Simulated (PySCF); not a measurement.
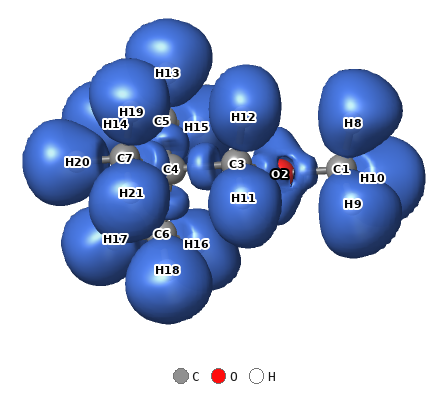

*C6H14O (neo-PeOMe). Isosurface of the electron localisation function at 0.75 (blue), seen from one side. Only the valence region is drawn (cores and ρ < 0.01 e/Å³ removed).*

Geometry: PBE0-D3(BJ)/def2-SVP.

Level of theory: PySCF, WP04/pcSseg-1, SCF density, in a chloroform solvent model, non-relativistic.

Input

```
{"job": {"xc": "WP04", "basis": "pcSseg-1", "solvent": "chloroform", "kind": "nmr", "pop": true}, "charge": 0, "multiplicity": 1}
C      2.845108     0.055513     0.651330
O      1.517614    -0.342294     0.761041
C      0.603264     0.638382     0.371554
C     -0.825481     0.118226     0.524712
C     -1.011801    -1.116391    -0.358509
C     -1.077161    -0.245810     1.988785
C     -1.783927     1.225049     0.087573
H      3.116882     0.314978    -0.392262
H      3.069664     0.936284     1.286730
H      3.479491    -0.780718     0.978751
H      0.733399     1.555115     0.987068
H      0.780254     0.934623    -0.685401
H     -0.853900    -0.869814    -1.421011
H     -2.030046    -1.522802    -0.254270
H     -0.293182    -1.901204    -0.082550
H     -0.359569    -1.006852     2.326908
H     -2.095775    -0.641795     2.124212
H     -0.968403     0.636351     2.640023
H     -1.616175     1.510646    -0.963753
H     -2.829481     0.891402     0.180105
H     -1.665318     2.128221     0.708164
```

Run with:

```sh
OMP_NUM_THREADS=1 python ens_run.py task.json out
```

> What do the ELF domains correspond to?

The ELF exceeds this value in four regions between bonded C–C atoms (shared pairs), 14 regions around hydrogen nuclei and one region on O in which the atom's valence shell and bonds are merged. Profiles from the grid: C–O (1.39 Å): the ELF peaks at about 0.90 between the atoms; a shared but strongly polarised pair. C–C (1.53 Å): the ELF peaks at about 0.95 between the atoms, as expected for a shared electron pair.
